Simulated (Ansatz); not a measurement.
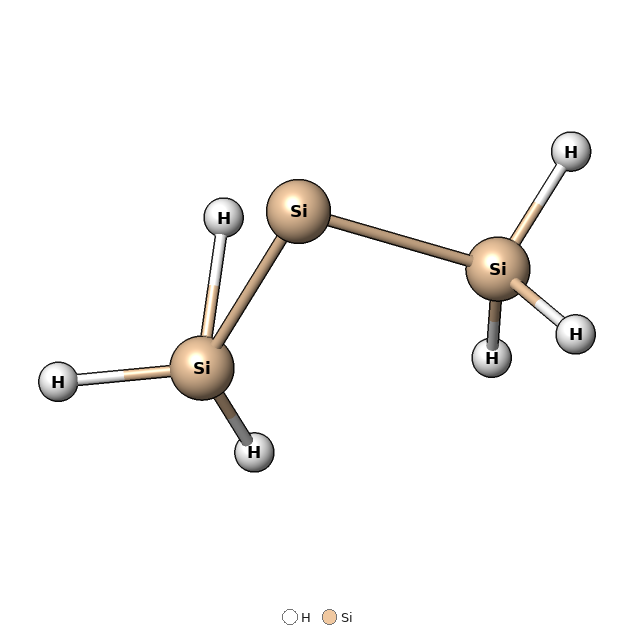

Sticks follow a distance rule. Harmonic vibrations computed with RKS PBE0-D4/def2-TZVP (Ansatz 0.2.0) at a stationary point of the same level.

> Minimum or transition state?

A minimum: no imaginary frequency, and the lowest mode lies at 109 cm⁻¹.

> How many vibrational modes are there, and where do they lie?

21 modes: 109, 157, 315, 395, 473, 492, 504, 546, 585, 704, 872, 928, 947, 953, 1029, 1613, 2185, 2193, 2199, 2203, 2210 cm⁻¹.
